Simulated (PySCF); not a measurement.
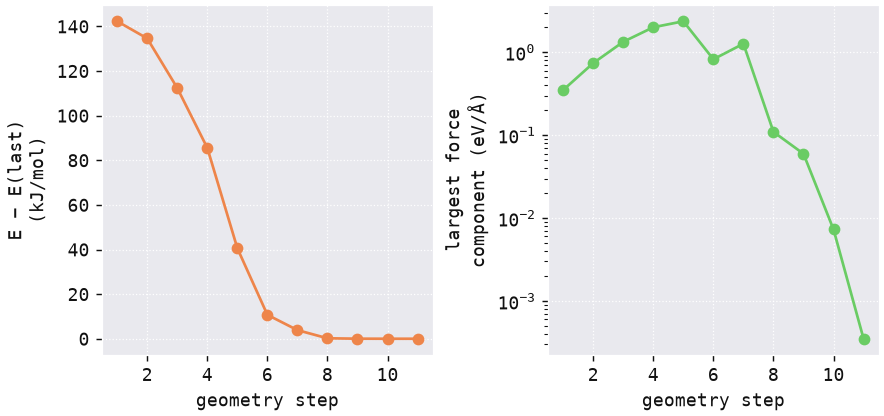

History of a geometry optimisation. BiOBr molecule; PySCF 2.14.0, RKS-based PBE0, Bi def2-TZVP with ECP60, O def2-TZVP, Br def2-TZVP; non-relativistic Hamiltonian with scalar-relativistic core potentials; density fitting. The start has point group Cs, which is kept. A held symmetry can leave a saddle point.

The optimisation met its thresholds at geometry 11, counting the start as the first. The energy fell by about 140 kJ/mol from the first step to the last. The largest force component goes from about 0.35 eV/Å at the start to 4 × 10⁻⁴ eV/Å at the end, with a peak of 2.4 eV/Å at step 5.
